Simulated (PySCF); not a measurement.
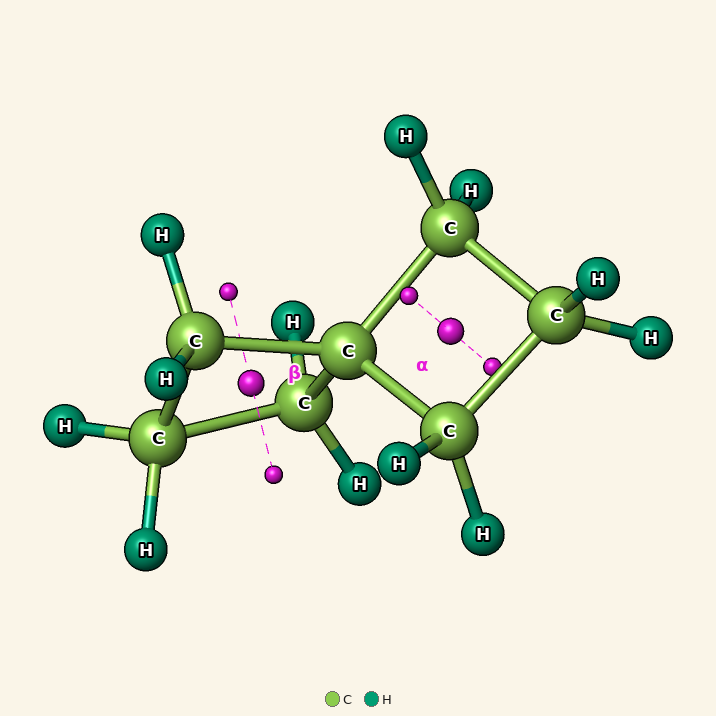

The small points mark where nucleus-independent chemical shifts (NICS) were computed: at the centre of each lettered ring and 1 Å above and below it. Geometry: a frame of a GFN2-xTB molecular-dynamics simulation, not a minimum. Method: GIAO PBE0/pcSseg-1 NMR shielding, non-relativistic, gas phase (PySCF 2.14.0).

Give NICS(0), NICS(1) and the out-of-plane component NICS(1)zz for each ring (means of the two sides).

| ring | members | NICS(0) | NICS(1) | NICS(1)zz |
| --- | --- | --- | --- | --- |
| α | C4 | 0.3 | −0.1 | 4.3 |
| β | C4 | −2.7 | −1.6 | 3.4 |

Values in ppm.
